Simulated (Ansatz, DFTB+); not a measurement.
**Ligand exchange: C3H4O + H2S → C3H4S + H2O**

Species: C3H4O (propargyl alcohol) `C#CCO`, singlet; H2S (hydrogen sulfide) `S`, singlet; C3H4S (2-propyne-1-thiol) `C#CCS`, singlet; H2O (water) `O`, singlet. The partners trade OH for SH: C–OH and H–SH bonds give way to C–SH and H–OH.

Shapes, held fixed at every level: PBE0-D4/def2-TZVP. Flexible molecules stand in one conformer, not always the lowest. Programs: Ansatz 0.2.0, DFTB+ 25.1. The zero-point and thermal change to 298 K, harmonic and unscaled (PBE0-D4/def2-TZVP), is +3.4 kJ/mol.

```
                level                    kind  ΔH(298 K) (kJ/mol)  less CCSD(T)/CBS estimate
                DFTB2          semi-empirical               -66.8                      -32.6
        HF/def2-TZVPP            Hartree–Fock               -15.8                      +18.4
    PBE-D4/def2-TZVPP                     GGA               -28.2                       +6.0
 r2SCAN-D4/def2-TZVPP                meta-GGA               -25.7                       +8.5
r2SCAN0-D4/def2-TZVPP           global hybrid               -27.4                       +6.8
   wB97X-V/def2-TZVPP  range-separated hybrid               -23.7                      +10.5
     CCSD(T)/def2-SVP   coupled cluster or CI                -9.7                      +24.5
   CCSD(T)/def2-TZVPP   coupled cluster or CI               -27.8                       +6.4
 CCSD(T)/CBS estimate   coupled cluster or CI               -34.2                        0.0
```

The highest level, CCSD(T)/CBS estimate, gives ΔH(298 K) = -34.2 kJ/mol; the levels span -66.8 to -9.7. The column of differences is taken from that level and isn't an error. No measured value is set beside it here. The CBS estimate extrapolates MP2 from def2-TZVPP and def2-QZVPP and adds CCSD(T) − MP2 in the triple-zeta set, cores frozen. CCSD(T)/CBS estimate lies outside the range of all other levels here, so it shouldn't be taken on trust.

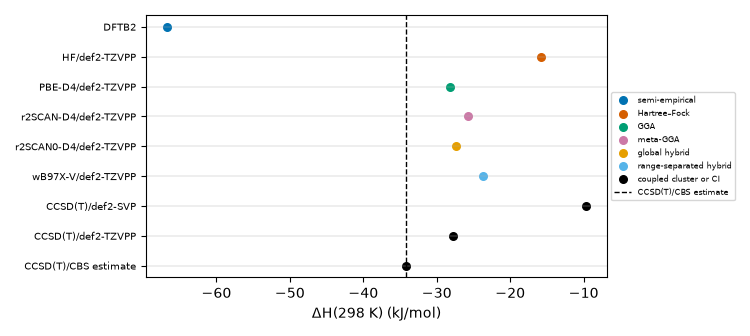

The values of the table, level by level.
